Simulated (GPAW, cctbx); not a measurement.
# How far are the atoms of NaCoCl3 from free atoms?

Aim: compute the bonding part of the density of NaCoCl3, find which reflections carry it, and see how it biases an ordinary refinement.

The cell comes from substitution in a known structure type and wasn't matched to any measured phase. All numbers below are calculated.

## Step 1: Find the equilibrium geometry

The density hangs on the geometry, so cell and atoms are relaxed first, with the symmetry held. The cutoff is set higher than for the density because stress converges slowly with plane waves.

Settings: GPAW 26.7.0, PBE, 570 eV, 3×3×3 k-points, Fermi–Dirac width 0.05 eV, spin-polarised, BFGS to 0.03 eV/Å.

```text
cell
1.0
     4.934000000    0.000000000    0.000000000
     0.000000000    4.934000000    0.000000000
     0.000000000    0.000000000    4.934000000
Co Cl Na
1 3 1
Direct
0.000000000 0.000000000 0.000000000
0.500000000 0.000000000 0.000000000
0.000000000 0.000000000 0.500000000
0.000000000 0.500000000 0.000000000
0.500000000 0.500000000 0.500000000
```

```console
$ OMP_NUM_THREADS=1 mpirun -n 4 gpaw python run.py > gpaw.log
```

```text
BFGS:    0      -19.386313        0.300457
BFGS:    1      -19.388762        0.288540
BFGS:    2      -19.411089        0.048336
BFGS:    3      -19.413603        0.004335
cell  4.8428 4.8428 4.8428  90.00 90.00 90.00
volume 113.576 A^3, largest force 0.000 eV/A, largest stress 0.03 GPa
```

After 3 steps the volume has changed by -5.4 % and the energy by -0.027 eV; the largest stress left is 0.03 GPa. It took 25 s on 4 cores of Intel(R) Xeon(R) Platinum 8488C (Sapphire Rapids) (shared host), peak memory 0.97 GiB.

Relaxed structure: Pm-3m (no. 221), a = 4.8428 Å, b = 4.8428 Å, c = 4.8428 Å, α = 90.00°, β = 90.00°, γ = 90.00°.

```csv
atom,mult.,x,y,z
Co1,1,0,0,0
Cl1,3,1/2,0,0
Na1,1,1/2,1/2,1/2
```

## Step 2: The all-electron density

X-rays see the whole electron density, so the PAW density is rebuilt with its core regions. Subtracting spherical free atoms from the same code cancels the cores and leaves the deformation density Δρ, the part due to bonding.

Settings: PBE, 450 eV, 4×4×4 k-points, Fermi–Dirac width 0.05 eV, spin-polarised; primitive cell of 5 atoms.

```console
$ OMP_NUM_THREADS=1 mpirun -n 4 gpaw python run.py > gpaw.log
```

```text
|iter:   1|       0s |  -19.320711 | -0.21 |       |  +2.0030|
|iter:   2|       1s |  -19.266438 | -1.56 | -1.23 |  +2.0098|
|iter:   3|       2s |  -19.120906 | -2.33 | -1.25 |  +2.1540|
...
|iter:   9|       5s |  -19.271603c| -6.20 | -3.65 |  +2.6566|
|iter:  10|       6s |  -19.271611c| -6.94 | -3.99 |  +2.6558|
|iter:  11|       6s |  -19.271611c| -7.94c| -5.03c|  +2.6559|
```

```text
grid (48, 48, 48)  electrons 89.000  moved by bonding 1.005 e
deformation density beyond 0.5 A of the nuclei: max 0.543, min -0.700 e/A^3
atom        x       y       z   Voronoi charge  moment
Co1    0.0000  0.0000  0.0000      0.147       2.26
Cl2    0.5000  0.0000  0.0000     -0.163       0.05
Cl3    0.0000  0.0000  0.5000     -0.163       0.05
Cl4    0.0000  0.5000  0.0000     -0.163       0.05
Na5    0.5000  0.5000  0.5000      0.341       0.00
mean inner potential of superposed free atoms 10.936 V
total magnetic moment 2.656 muB
```

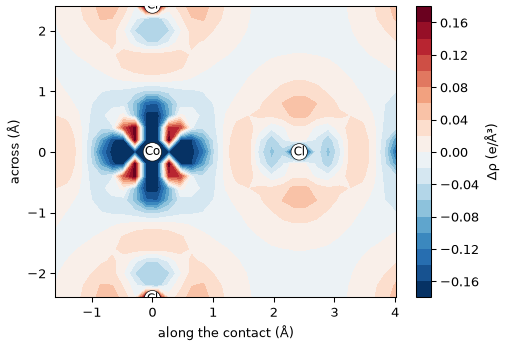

Deformation density in a plane through the shortest contact of the Co atom at the origin; red gains electrons, blue loses them.

Cl gains most (-0.16 e) and Na loses most (+0.34 e), as electronegativity suggests. Such charges fall far short of formal ones, since overlapping free atoms already put density on their neighbours. Along the shortest contact from the Co atom at the map's origin, Co–Cl at 2.42 Å, Δρ is +0.01 e/Å³ at the midpoint and highest, +0.04, 1.51 Å from Co (points within 0.5 Å of a nucleus left out): little piles up between the atoms. Point values carry grid noise of about 0.01 e/Å³. The cell's moment is 2.66 μB; the largest inside an atomic sphere is 2.26 μB. The run needed 11 iterations, 12 s.

## Step 3: Structure factors

The Fourier components of Δρ, added to those of the free atoms, give the static X-ray structure factors; the Mott–Bethe relation turns them into the Fourier components V of the potential that fast electrons feel.

```text
static structure factors of the conventional cell: F in electrons, V (Mott-Bethe) in volts
   h  k  l      d  |F| table  |F| free   |F| DFT   change   |V| free  |V| DFT  change %
   0  1  0  4.8428    30.056    30.073    30.307    0.234     2.770    2.549     -8.0
   0  1  1  3.4244    18.388    18.372    18.165   -0.207     1.244    1.342      7.9
   1  1  1  2.7960    24.730    24.799    25.002    0.203     3.218    3.154     -2.0
   0  2  0  2.4214    64.514    64.443    64.666    0.223     5.811    5.758     -0.9
   0  2  1  2.1658    23.240    23.191    23.289    0.098     1.857    1.838     -1.0
   1  2  1  1.9771    16.289    16.112    16.271    0.160     0.771    0.746     -3.3
   0  2  2  1.7122    54.148    54.067    54.065   -0.002     4.133    4.133      0.0
   1  2  2  1.6143    20.060    20.022    20.055    0.033     1.365    1.361     -0.3
   0  3  0  1.6143    20.060    20.022    19.961   -0.061     1.365    1.371      0.5
   0  3  1  1.5314    14.230    14.099    14.173    0.074     0.653    0.646     -1.1
   1  3  1  1.4602    16.550    16.636    16.494   -0.142     1.580    1.592      0.8
   2  2  2  1.3980    47.984    47.937    47.934   -0.003     3.239    3.239      0.0
   0  3  2  1.3432    18.129    18.114    18.114    0.000     1.084    1.084     -0.0
   1  3  2  1.2943    12.394    12.325    12.402    0.077     0.586    0.581     -0.9
```

The largest X-ray change is +0.23 e on 010, 0.8 % of |F|. For electrons V goes as (Z − F)/g², so a change of F counts against Z − F, which is small at low angle and wherever the atoms' terms cancel: |V| of 010 moves by -8.0 % (2.77 to 2.55 V) against +0.8 % in |F|. The last three rows still change by up to 0.08 e; the table stops while the angles are still low. The tabulated Hartree–Fock atoms differ from the free DFT atoms by up to 0.18 e, so the choice of reference atom matters too.

## Step 4: The functional ladder

The same geometry is run with other functionals, to see whether the bonding signal is larger than the spread between approximations. Free atoms are LDA for LDA and PBE otherwise; meta-GGAs and hybrids keep PBE cores. Any other changed setting is in the row's label.

| run | ΔF 010 (e) | ΔF 020 (e) | ΔF 011 (e) | q(Cl) (e) | moved (e) | time |
| --- | --- | --- | --- | --- | --- | --- |
| PBE | +0.234 | +0.223 | -0.207 | -0.163 | 1.005 | 12 s |
| LDA | +0.228 | +0.186 | -0.176 | -0.144 | 0.831 | 11 s |
| r2SCAN | +0.212 | +0.244 | -0.241 | -0.193 | 1.122 | 37 s |

At the base's settings ΔF(010) spans +0.212 to +0.234 e, a spread of 9 % of the PBE value; over the three listed reflections the spread is at most 31 %, so the sign holds and the size hangs on the functional. Times are from shared hosts.

## Step 5: Refining ordinary atoms against data with bonding

Routine crystallography fits spherical atoms. To see the bias, intensities are simulated from tabulated atoms plus the DFT change ΔF, so that bonding alone can misfit (3790 reflections of the full sphere, merged to the counts below, to 0.5 Å, 1 % proportional noise plus counting noise, assumed isotropic U as listed, Δρ smeared by the mean U) and refined with cctbx over different ranges.

| range | data | R1 | GooF | U Co1 (true 0.0036) | U Cl1 (true 0.0042) | U Na1 (true 0.0048) | largest shift (Å) | Δρ max, min (e/Å³) |
| --- | --- | --- | --- | --- | --- | --- | --- | --- |
| all data | 129 | 0.0051 | 2.37 | 0.0036 | 0.0042 | 0.0048 | 0.0000 | 0.38, -0.55 |
| low resolution, d > 0.84 | 36 | 0.0041 | 2.42 | 0.0036 | 0.0043 | 0.0050 | 0.0000 | 0.06, -0.11 |
| high order, d < 0.75 | 81 | 0.0064 | 2.41 | 0.0036 | 0.0042 | 0.0048 | 0.0000 | 0.29, -0.53 |
| occupancies free, d > 0.7 | 54 | 0.0040 | 2.26 | 0.0037 | 0.0042 | 0.0048 | 0.0000 | 0.09, -0.18 |

With all data GooF is 2.37, so the misfit of spherical atoms stands above the noise; the top residual peak lies 0.00 Å from Co and 2.42 Å from Cl, on the atom. No U is off by more than 3 s.u. at low resolution. Symmetry fixes every coordinate, so the shifts are zero by construction. With Co1 held at 1 and the scale free, the other occupancies refine to Cl1 0.998(0.002) and Na1 0.995(0.005), within three s.u. of full.

## Step 6: Answer

Bonding moves 1.00 e in the primitive cell of NaCoCl3 and changes the structure factors of the conventional cell in the table above by at most 0.23 e (010, 0.8 %), and among reflections above 2 % of the strongest by up to 1.1 % (011). The shortest bond, Co–Cl, has Δρ = +0.01 e/Å³ at its midpoint. At the base's settings ΔF(010) spans +0.212 to +0.234 e, a spread of 9 % of the PBE value; over the three listed reflections the spread is at most 31 %, so the sign holds and the size hangs on the functional. With all data GooF is 2.37, so the misfit of spherical atoms stands above the noise. Limits: static density, frozen cores, no spin–orbit coupling; a ferromagnetic start is the only order tried, and the real ground state may be antiferromagnetic or insulating; no Hubbard U on Co.

[Outputs are excerpts: Python notices, other lines and further rows are left out; steps that failed or that the build refused (PBEsol, TPSS) are not shown.]

[Logs are printed without paths, hosts, clocks, repeated set-up lines and the standing remarks that a program may print on its own settings, such as how far it seeks lower states.]
